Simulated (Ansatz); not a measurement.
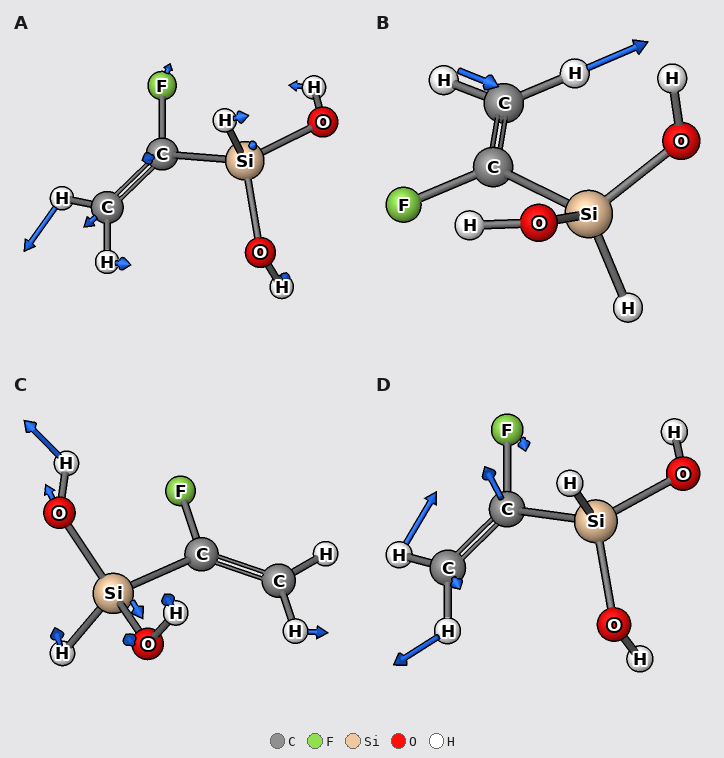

4 normal modes of one molecule or complex, as arrows. Harmonic vibrations computed with RKS PBE0-D4/def2-TZVP (Ansatz 0.2.0) at a stationary point of the same level.

**Match the panels to the wavenumbers 642 cm⁻¹, 983 cm⁻¹, 1217 cm⁻¹, 3266 cm⁻¹.**

A: 642 cm⁻¹
B: 3266 cm⁻¹, out-of-phase stretching of 2 C–H bonds
C: 983 cm⁻¹
D: 1217 cm⁻¹
